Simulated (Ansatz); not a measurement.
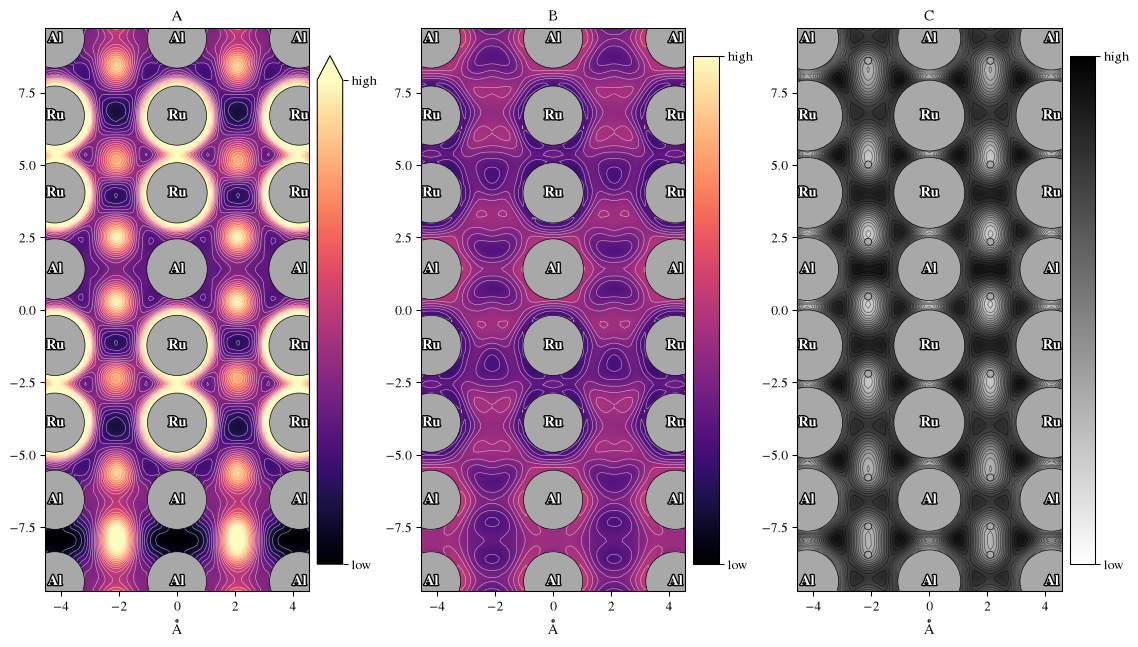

Al₃Ru₄: 3 fields on the (010) plane of the conventional cell, with unlabelled colour scales. Grey discs cover the atomic cores.

Space group R-3m; a generated structure, not necessarily the stable one; computed without spin polarisation.

The calculation used DFT PBE, scalar-relativistic, plane waves, PAW in Ansatz.

```cif
data_structure
_symmetry_space_group_name_H-M 'P 1'
_symmetry_Int_Tables_number 1
_cell_length_a 4.2156
_cell_length_b 4.2156
_cell_length_c 18.7310
_cell_angle_alpha 90.000
_cell_angle_beta 90.000
_cell_angle_gamma 120.000
_cell_volume 288.28
loop_
_atom_site_label
_atom_site_type_symbol
_atom_site_fract_x
_atom_site_fract_y
_atom_site_fract_z
_atom_site_occupancy
Al1 Al 0.33333 0.66667 0.09151 1
Al2 Al 0.00000 0.00000 0.42484 1
Al3 Al 0.66667 0.33333 0.75817 1
Al4 Al 0.33333 0.66667 0.24183 1
Al5 Al 0.00000 0.00000 0.57516 1
Al6 Al 0.66667 0.33333 0.90849 1
Al7 Al 0.00000 0.00000 0.00000 1
Al8 Al 0.66667 0.33333 0.33333 1
Al9 Al 0.33333 0.66667 0.66667 1
Ru1 Ru 0.66667 0.33333 0.05050 1
Ru2 Ru 0.33333 0.66667 0.38383 1
Ru3 Ru 0.00000 0.00000 0.71716 1
Ru4 Ru 0.00000 0.00000 0.28284 1
Ru5 Ru 0.66667 0.33333 0.61617 1
Ru6 Ru 0.33333 0.66667 0.94950 1
Ru7 Ru 0.00000 0.00000 0.14053 1
Ru8 Ru 0.66667 0.33333 0.47386 1
Ru9 Ru 0.33333 0.66667 0.80720 1
Ru10 Ru 0.66667 0.33333 0.19280 1
Ru11 Ru 0.33333 0.66667 0.52614 1
Ru12 Ru 0.00000 0.00000 0.85947 1
```

> Match the panels to the quantities (electron localisation function, electrostatic potential energy of an electron and valence pseudo-density).

Panel A: valence pseudo-density. Panel B: electron localisation function. Panel C: electrostatic potential energy of an electron (low next to the atoms, rising into the space between them). From the grid: Al–Al (2.82 Å): the density is about 0.18 e/Å³ at the midpoint; the ELF is about 0.45 at the midpoint.
